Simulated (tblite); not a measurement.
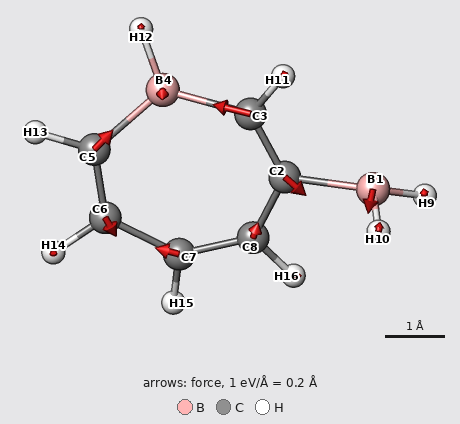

Starting geometry of C6H8B2 with the computed forces as red arrows. The picture is a ball-and-stick view, seen at a tilt.

Method: tblite, GFN2-xTB geometry optimisation, gas phase. 

### What follows when this structure is relaxed?

It isn't relaxed: the largest force vector, on C3, is 3.51 eV/Å. The final displacements have little in common with the starting forces (cosine between the two patterns 0.17). Over 117 geometry steps the energy falls by 0.735 eV. H10 moves most after the best rigid fit: 1.10 Å. By element the largest moves are H 1.10 Å, B 0.28 Å, C 0.20 Å. Near-neighbour distances that change, for instance: B4–C5 1.589 → 1.524 Å, C6–C7 1.480 → 1.414 Å, C3–B4 1.590 → 1.527 Å, C2–C3 1.330 → 1.379 Å. Bond angles that change, for instance: C2–C3–B4 123.2° → 131.2°, C2–B1–H10 112.3° → 120.2°, C2–C3–H11 119.5° → 113.2°.
